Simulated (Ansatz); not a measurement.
# Tc of Ag (Fm-3m) from its phonons, part 2 of 2

Wanted: λ, ω_log and Tc of Ag (Fm-3m). The cell shown first is a relaxed one, from steps not shown here.

Ansatz 0.2.0; DFT PBE, scalar-relativistic, plane waves, PAW.

So far, coupling constant λ: step 2 (resistivity: q 3×3×3, k 9×9×9, scattering 16×16×16) 0.148. Also highest frequency, solved or plainly interpolated (cm⁻¹): step 2 159.

### Step 3. Electron–phonon run: q 4×4×4, k 12×12×12, scattering 16×16×16

The next rung changes the q mesh, which sets the reach of the force constants and couplings; the k mesh of the density and its response.

input.yaml

```yaml
crystal:
  lattice:
    - [0.0, 2.0753695766, 2.0753695766]
    - [2.0753695766, 0.0, 2.0753695766]
    - [2.0753695766, 2.0753695766, 0.0]
  atoms:
    - { symbol: Ag, position: [0.0, 0.0, 0.0] }
kpoints:
  mp_grid: { grid: [12, 12, 12] }
hamiltonian:
  xc: pbe
scf:
  occupations: { method: methfessel_paxton, width: 0.2 }
output:
  eigenvalues: true
phonons:
  method: dfpt
  qmesh: [4, 4, 4]
  temperatures: { t_max: 1000, t_step: 50 }
  qpath:
    path:
      - [[0.0, 0.0, 0.0], [0.5, 0.0, 0.5], [0.625, 0.25, 0.625]]
      - [[0.375, 0.375, 0.75], [0.0, 0.0, 0.0], [0.5, 0.5, 0.5], [0.5, 0.25, 0.75], [0.5, 0.0, 0.5]]
    npoints: 10
  electrical_resistivity:
    mesh: [16, 16, 16]
    temperatures: [20.0, 50.0, 80.0, 100.0, 150.0, 200.0, 273.0, 300.0, 400.0, 500.0, 600.0, 800.0]
  superconductivity: { mesh: [16, 16, 16] }
```

The run is started by

```console
$ ansatz run input.yaml --threads 4 --pin off --max-ram 10240MiB --backend cpu --events-out ev --progress --plain --runs-dir out
```

Numbers of over 12 decimals in the logs are rounded to 6 here.

Output:

```text
[...]
Crystal: 1 atoms, lattice volume = 17.878 Å³
Basis set: ecut = 420 eV, 339 PW (Γ), exchange–correlation on 40×40×40 points (8 copies of the dense FFT grid, shifted against one another)
Bands: 14, of which v1, the nominal top of the filled ones, is band 10 counted from 1 (9 counted from 0)
Symmetry: 48 space group operations
k-points: 72 of 1728
[...]
SCF iter   1: F=—  HF=-7590.548940 eV  |F-HF|=—  |Δ(HF+E_count)|=         —  Δρ=8.24e-4  dr2=3.34e-5  ethr=1.77e-3  ⟨swp⟩=4.1  Hψ=4768  notcnv=0
[...]
SCF iter   8: F=-7590.549142 eV  HF=-7590.549142 eV  |F-HF|=0.00e0  |Δ(HF+E_count)|=  5.46e-12  S|Δr|=    0.00e0  Δρ=1.22e-8  dr2=2.58e-14  ethr=1.00e-12  ⟨swp⟩=5.8  Hψ=3915  notcnv=0
SCF 1 converged in 8 iterations: F = -7590.549142 eV  dr2 = 2.58e-14
[...]
NSCF: frozen V_eff on 72 k-points
[...]
SCF iter   1: F=—  HF=-7590.548940 eV  |F-HF|=—  |Δ(HF+E_count)|=         —  Δρ=8.24e-4  dr2=3.34e-5  ethr=1.77e-3  ⟨swp⟩=4.1  Hψ=4768  notcnv=0
[...]
SCF iter   8: F=-7590.549142 eV  HF=-7590.549142 eV  |F-HF|=0.00e0  |Δ(HF+E_count)|=  5.46e-12  S|Δr|=    0.00e0  Δρ=1.25e-8  dr2=2.85e-14  ethr=1.00e-12  ⟨swp⟩=2.1  Hψ=1992  notcnv=0
SCF 2 converged in 8 iterations: F = -7590.549142 eV  dr2 = 2.85e-14
[...]
SCF converged after 8 iterations
[...]
Free energy (F): -7590.549142 eV
[...]
Internal energy: -7590.549448 eV  (E = F + TS)
E sigma→0 (E₀):  -7590.549219 eV
Entropy (-TS):   0.000306 eV (0.306 meV/atom)
Fermi energy:    16.247374 eV
[...]
--- Band table (eV; the first three rows and the last of 72) ---
  k-point 0: bands = [... 6 lower, 11.6994, 11.6994, 12.6546, 12.6546, 32.1020, 35.4120, 35.4120, 35.4120]
  k-point 1: bands = [... 6 lower, 11.7536, 11.7536, 12.6355, 12.6355, 32.0534, 33.8793, 35.4712, 35.4712]
  k-point 2: bands = [... 6 lower, 11.8624, 11.8624, 12.6312, 12.6312, 30.2012, 32.9278, 35.5387, 35.5387]
  k-point 71: bands = [... 6 lower, 11.4543, 12.6671, 13.5831, 22.0928, 22.0928, 22.9759, 24.2439, 38.3764]
[...]
ASR residual: 4.586e-6 → 0.000e0 eV/Å²; symmetrization residual: 6.063e-12 eV/Å²
  ASR residual per site (eV/Å²): 4.59e-6
  Γ frequencies (cm⁻¹): 0.00 0.00 0.00
--- Phonons (arbitrary-q DFPT): 8 irreducible q on the 4×4×4 mesh ---
[...]
interpolated dispersion: 62 rows × 3 modes
[...]
--- Electrical resistivity: potentials and phonons of a 4×4×4 supercell ---
[...]
at the Fermi level of each mesh (of a tensor a third of its trace):
[...]
16×16×16                     0.1384              8.9616    0.1422    0.1339          11.671
          8×8×8                     0.1389              9.0547    0.1464    0.1419          11.655
          4×4×4                     0.1504              9.3969    0.1539    0.1583          11.412
  resistivity on the deck's mesh, µΩ·cm:
[...]
20.00     5.6503e-3              no     5.6503e-3     5.6503e-3     5.6503e-3       1.1900e-2         7.2000e-3
     50.00     1.5171e-1              no     1.5171e-1     1.5171e-1     1.5171e-1       1.8156e-1         1.5384e-1
     80.00     3.8535e-1             yes     3.8535e-1     3.8535e-1     3.8535e-1       4.1231e-1         3.9682e-1
    100.00     5.3911e-1             yes     5.3911e-1     5.3911e-1     5.3911e-1       5.6432e-1         5.5969e-1
    150.00     9.0363e-1             yes     9.0363e-1     9.0363e-1     9.0363e-1       9.3011e-1         9.4616e-1
    200.00      1.2516e0             yes      1.2516e0      1.2516e0      1.2516e0        1.2833e0          1.3142e0
    273.00      1.7471e0             yes      1.7471e0      1.7471e0      1.7471e0        1.7884e0          1.8371e0
    300.00      1.9284e0             yes      1.9284e0      1.9284e0      1.9284e0        1.9736e0          2.0282e0
    400.00      2.5956e0             yes      2.5956e0      2.5956e0      2.5956e0        2.6557e0          2.7309e0
    500.00      3.2600e0             yes      3.2600e0      3.2600e0      3.2600e0        3.3358e0          3.4300e0
    600.00      3.9238e0             yes      3.9238e0      3.9238e0      3.9238e0        4.0161e0          4.1274e0
    800.00      5.2534e0             yes      5.2534e0      5.2534e0      5.2534e0        5.3815e0          5.5232e0
[...]
vibrations of 64 cells: unjudged by the run; compare a larger repeat
[...]
--- Superconductivity: potentials and phonons of a 4×4×4 supercell ---
           mesh         λ    ħω_log (meV)  μ* declared at (meV)
       16×16×16    0.1422          11.671               13.092
          8×8×8    0.1464          11.655               12.992
          4×4×4    0.1539          11.412               12.778
  λ by the species' shares of the modes' patterns: Ag 0.1422
[...]
0.08      0.000         0.000    none_found    none_found    none_found    none_found     none_found
      0.10      0.000         0.000    none_found    none_found    none_found    none_found     none_found
      0.12      0.000         0.000    none_found    none_found    none_found    none_found     none_found
      0.13      0.000         0.000    none_found    none_found    none_found    none_found     none_found
      0.14          -             -    none_found    none_found    none_found    none_found     none_found
      0.16          -             -    none_found    none_found    none_found    none_found     none_found
      0.20          -             -    none_found    none_found    none_found    none_found     none_found
  none_found: no transition down to 0.1 K
[...]
vibrations of 64 cells: unjudged by the run; compare a larger repeat
[...]
```

Elapsed: 2 min, on 4 threads of Arm Neoverse V2, shared host; peak memory 3 GiB; 7.6 min of CPU time.

Numbers from this step:

```
zero point energy                                 : 0.01877 eV/cell
highest frequency, solved or plainly interpolated : 158.3 cm⁻¹
Debye temperature (second moment)                 : 196 K
resistivity at 300 K                              : 1.928 μΩ cm
coupling constant λ                               : 0.1422
density of states at the Fermi level              : 0.1384 states/eV a spin and cell
transport coupling constant λ_tr                  : 0.1339, 0.1339, 0.1339 (xx, yy, zz)
Drude plasma energy                               : 8.962, 8.962, 8.962 eV (xx, yy, zz)
resistivity times mean free path                  : 8.677, 8.677, 8.677 × 10⁻¹⁶ Ω m² (xx, yy, zz)
second-moment phonon energy ħω₂                   : 13.09 meV
coupling λ by branch                              : 0.042, 0.0552, 0.045 (branches by rank of frequency)
```

An empty cell: under 1 mK by a formula, or no transition down to the floor of the Eliashberg search. Transition temperatures:

| μ* | McMillan Tc (K) | Allen–Dynes Tc (K) |
| --- | --- | --- |
| 0.08 | - | - |
| 0.1 | - | - |
| 0.12 | - | - |
| 0.13 | - | - |
| 0.14 | - | - |
| 0.16 | - | - |
| 0.2 | - | - |

Between step 2 and this run (k-mesh 12×12×12 and q mesh 4×4×4) the value for the coupling constant λ moves from 0.148 to 0.142 (-4 %).

### Step 4. Coupling and resistivity: q 4×4×4, k 16×16×16, scattering 24×24×24

The next rung changes the k mesh of the density and its response; the scattering mesh, which samples the Fermi surface.

input.yaml: that of step 3 with these lines changed.

```diff
@@ -8,3 +8,3 @@
 kpoints:
-  mp_grid: { grid: [12, 12, 12] }
+  mp_grid: { grid: [16, 16, 16] }
 hamiltonian:
@@ -25,4 +25,4 @@
   electrical_resistivity:
-    mesh: [16, 16, 16]
+    mesh: [24, 24, 24]
     temperatures: [20.0, 50.0, 80.0, 100.0, 150.0, 200.0, 273.0, 300.0, 400.0, 500.0, 600.0, 800.0]
-  superconductivity: { mesh: [16, 16, 16] }
+  superconductivity: { mesh: [24, 24, 24] }
```

Output:

```text
[...]
Crystal: 1 atoms, lattice volume = 17.878 Å³
Basis set: ecut = 420 eV, 339 PW (Γ), exchange–correlation on 40×40×40 points (8 copies of the dense FFT grid, shifted against one another)
Bands: 14, of which v1, the nominal top of the filled ones, is band 10 counted from 1 (9 counted from 0)
Symmetry: 48 space group operations
k-points: 145 of 4096
[...]
SCF iter   1: F=—  HF=-7590.554711 eV  |F-HF|=—  |Δ(HF+E_count)|=         —  Δρ=7.68e-4  dr2=1.54e-5  ethr=1.77e-3  ⟨swp⟩=4.0  Hψ=9593  notcnv=0
[...]
SCF iter   6: F=-7590.554951 eV  HF=-7590.554951 eV  |F-HF|=3.64e-12  |Δ(HF+E_count)|=  6.55e-10  S|Δr|=    0.00e0  Δρ=2.21e-7  dr2=2.46e-12  ethr=1.00e-12  ⟨swp⟩=4.8  Hψ=9978  notcnv=0
SCF 1 converged in 6 iterations: F = -7590.554951 eV  dr2 = 2.46e-12
[...]
SCF iter   1: F=—  HF=-7590.554711 eV  |F-HF|=—  |Δ(HF+E_count)|=         —  Δρ=7.68e-4  dr2=1.54e-5  ethr=1.77e-3  ⟨swp⟩=4.0  Hψ=9593  notcnv=0
[...]
SCF iter   6: F=-7590.554951 eV  HF=-7590.554951 eV  |F-HF|=4.55e-12  |Δ(HF+E_count)|=  6.55e-10  S|Δr|=    0.00e0  Δρ=2.21e-7  dr2=2.46e-12  ethr=1.00e-12  ⟨swp⟩=1.8  Hψ=6054  notcnv=0
SCF 2 converged in 6 iterations: F = -7590.554951 eV  dr2 = 2.46e-12
[...]
SCF converged after 6 iterations
[...]
Free energy (F): -7590.554951 eV
[...]
Internal energy: -7590.554939 eV  (E = F + TS)
E sigma→0 (E₀):  -7590.554948 eV
Entropy (-TS):   -0.000012 eV (-0.012 meV/atom)
Fermi energy:    16.269243 eV
[...]
--- Band table (eV; the first three rows and the last of 145) ---
  k-point 0: bands = [... 6 lower, 11.6958, 11.6958, 12.6507, 12.6507, 32.1014, 35.4117, 35.4117, 35.4117]
  k-point 1: bands = [... 6 lower, 11.7273, 11.7273, 12.6389, 12.6389, 32.1040, 34.4191, 35.4472, 35.4472]
  k-point 2: bands = [... 6 lower, 11.8055, 11.8055, 12.6199, 12.6199, 31.4918, 33.1099, 35.5190, 35.5190]
  k-point 144: bands = [... 6 lower, 11.4510, 12.6633, 13.5789, 22.0915, 22.0915, 22.9748, 24.2426, 38.3755]
[...]
ASR residual: 5.956e-6 → 0.000e0 eV/Å²; symmetrization residual: 8.185e-12 eV/Å²
  ASR residual per site (eV/Å²): 5.96e-6
  Γ frequencies (cm⁻¹): 0.00 0.00 0.00
--- Phonons (arbitrary-q DFPT): 8 irreducible q on the 4×4×4 mesh ---
[...]
interpolated dispersion: 62 rows × 3 modes
[...]
--- Electrical resistivity: potentials and phonons of a 4×4×4 supercell ---
[...]
at the Fermi level of each mesh (of a tensor a third of its trace):
[...]
24×24×24                     0.1375              8.9480    0.1432    0.1340          11.688
       12×12×12                     0.1375              8.9529    0.1436    0.1356          11.689
          6×6×6                     0.1412              9.1925    0.1506    0.1456          11.697
  resistivity on the deck's mesh, µΩ·cm:
[...]
20.00     5.6211e-3              no     5.6211e-3     5.6211e-3     5.6211e-3       1.1701e-2         7.0983e-3
     50.00     1.5463e-1             yes     1.5463e-1     1.5463e-1     1.5463e-1       1.8186e-1         1.5506e-1
     80.00     3.9171e-1             yes     3.9171e-1     3.9171e-1     3.9171e-1       4.1366e-1         4.0051e-1
    100.00     5.4746e-1             yes     5.4746e-1     5.4746e-1     5.4746e-1       5.6633e-1         5.6494e-1
    150.00     9.1674e-1             yes     9.1674e-1     9.1674e-1     9.1674e-1       9.3367e-1         9.5512e-1
    200.00      1.2695e0             yes      1.2695e0      1.2695e0      1.2695e0        1.2884e0          1.3269e0
    273.00      1.7718e0             yes      1.7718e0      1.7718e0      1.7717e0        1.7957e0          1.8553e0
    300.00      1.9555e0             yes      1.9555e0      1.9555e0      1.9555e0        1.9816e0          2.0486e0
    400.00      2.6312e0             yes      2.6312e0      2.6312e0      2.6312e0        2.6659e0          2.7587e0
    500.00      3.3024e0             yes      3.3024e0      3.3024e0      3.3024e0        3.3468e0          3.4642e0
    600.00      3.9712e0             yes      3.9712e0      3.9712e0      3.9712e0        4.0261e0          4.1670e0
    800.00      5.3042e0             yes      5.3042e0      5.3042e0      5.3042e0        5.3831e0          5.5682e0
[...]
not converged in the mesh (λ_tr; the resistivity at 20 K by 3.82 %): between neighbouring meshes, the two finest first, λ moves by 0.33 % and 4.86 %, λ_tr by 1.21 % and 7.37 % and the resistivity by up to 3.82 % and 3.22 %; an estimate, no bound, puts it up to 8.6e-7 % above the Boltzmann equation's exact value after up to 5 iterations (at most 30 are made, fewer where the estimate is under 1.0e-6 % of each spin channel's own resistivity)
  vibrations of 64 cells: unjudged by the run; compare a larger repeat
[...]
--- Superconductivity: potentials and phonons of a 4×4×4 supercell ---
           mesh         λ    ħω_log (meV)  μ* declared at (meV)
       24×24×24    0.1432          11.688               13.095
       12×12×12    0.1436          11.689               13.074
          6×6×6    0.1506          11.697               13.003
  λ by the species' shares of the modes' patterns: Ag 0.1432
[...]
0.08      0.000         0.000    none_found    none_found    none_found    none_found     none_found
      0.10      0.000         0.000    none_found    none_found    none_found    none_found     none_found
      0.12      0.000         0.000    none_found    none_found    none_found    none_found     none_found
      0.13      0.000         0.000    none_found    none_found    none_found    none_found     none_found
      0.14          -             -    none_found    none_found    none_found    none_found     none_found
      0.16          -             -    none_found    none_found    none_found    none_found     none_found
      0.20          -             -    none_found    none_found    none_found    none_found     none_found
  none_found: no transition down to 0.1 K
[...]
converged in the mesh: between neighbouring meshes, the two finest first, λ moves by 0.33 % and 4.86 % and the anisotropic transition temperature over the full bandwidth at μ* = 0.13 by nothing (neither mesh has one) and nothing (neither mesh has one); converged means that the two finest part by at most 2.00 % and 5.00 %
  vibrations of 64 cells: unjudged by the run; compare a larger repeat
[...]
```

It took 3.4 min on 4 threads; peak memory 3 GiB; 13 min of CPU time.

This step gave:

```yaml
zero_point_energy: 0.01889 eV/cell
highest_frequency_solved_or_plainly_interpolated: 156.6 cm⁻¹
debye_temperature_second_moment: 197 K
resistivity_at_300_k: 1.956 μΩ cm
coupling_constant_lambda: 0.1432
density_of_states_at_the_fermi_level: 0.1375 states/eV a spin and cell
log_mean_phonon_energy_omega_log: 11.69 meV
transport_coupling_constant_lambda_tr: 0.134, 0.134, 0.134 (xx, yy, zz)
drude_plasma_energy: 8.948, 8.948, 8.948 eV (xx, yy, zz)
resistivity_times_mean_free_path: 8.732, 8.732, 8.732 × 10⁻¹⁶ Ω m² (xx, yy, zz)
second_moment_phonon_energy_omega: 13.10 meV
coupling_lambda_by_branch: 0.042, 0.0555, 0.0456 (branches by rank of frequency)
```

An empty cell: under 1 mK by a formula, or no transition down to the floor of the Eliashberg search. Transition temperatures:

| μ* | McMillan Tc (K) | Allen–Dynes Tc (K) |
| --- | --- | --- |
| 0.08 | - | - |
| 0.1 | - | - |
| 0.12 | - | - |
| 0.13 | - | - |
| 0.14 | - | - |
| 0.16 | - | - |
| 0.2 | - | - |

Eliashberg function α²F against phonon energy; read off at these points:

| phonon energy (meV) | α²F | α²F tr |
| --- | --- | --- |
| 1.0 | 1.0e-4 | 0 |
| 2.0 | 9.6e-4 | 1.6e-4 |
| 3.0 | 0.00224 | 6.3e-4 |
| 4.0 | 0.00400 | 0.00183 |
| 5.0 | 0.00629 | 0.00377 |
| 6.0 | 0.00956 | 0.00743 |
| 7.0 | 0.0150 | 0.0148 |
| 8.0 | 0.0235 | 0.0270 |
| 9.0 | 0.0441 | 0.0588 |
| 10.0 | 0.0526 | 0.0663 |
| 11.0 | 0.0798 | 0.0933 |
| 12.0 | 0.123 | 0.128 |
| 12.1 | 0.126 | 0.128 |
| 13.0 | 0.0745 | 0.0721 |
| 14.0 | 0.0801 | 0.0626 |
| 15.0 | 0.0690 | 0.0486 |
| 16.0 | 0.0242 | 0.0156 |
| 17.0 | 0.132 | 0.0955 |
| 17.8 | 0.153 | 0.122 |
| 18.0 | 0.130 | 0.106 |
| 19.0 | 0.0381 | 0.0316 |

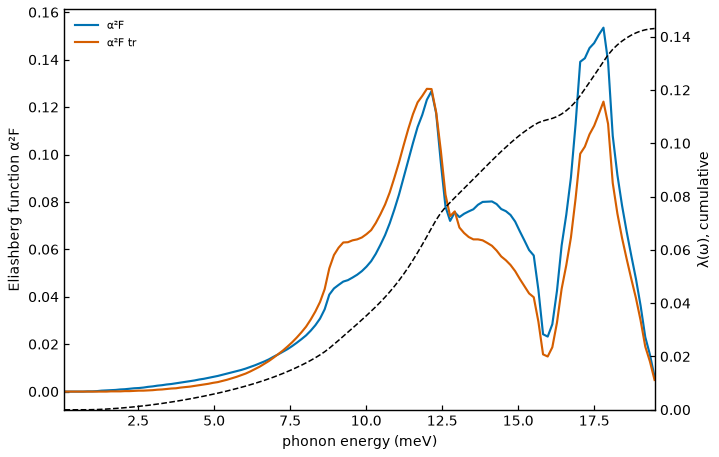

Eliashberg function α²F, plotted against phonon energy. The dashed line is the running λ.

### Step 5. Summary of results

```yaml
meshes: q 4×4×4, k 16×16×16, scattering 24×24×24
coupling_constant_lambda: 0.143
log_mean_phonon_energy_omega_log: 11.7 meV
```

In words: In the last run (PBE, q 4×4×4, k 16×16×16, scattering 24×24×24), with λ = 0.14 and ħω_log = 11.7 meV, Tc at μ* = 0.13 is under 1 mK by the formulas. Wikipedia's list of superconducting elements holds no transition of Ag at normal pressure, in line with the calculation. In that run Allen and Dynes's formula gives no transition above 0.05 K at μ* = 0.10 or more. The run's transport test calls it not converged in the mesh. Over the runs, λ takes the values 0.148, 0.142 and 0.143, in the order shown. μ* is a typed number, phonons are harmonic, and spin fluctuations are left out; with λ this near or under μ*(1 + 0.62 λ), the formulas give Tc only to its order of magnitude, or none.

[Logs are printed without paths, hosts, clocks, repeated set-up lines and the standing remarks that a program may print on its own settings, such as how far it seeks lower states.]

[Hosts, paths, dates, database ids (printed as entryN), source tags and the programs' standing remarks are cut or masked in the printed files.]
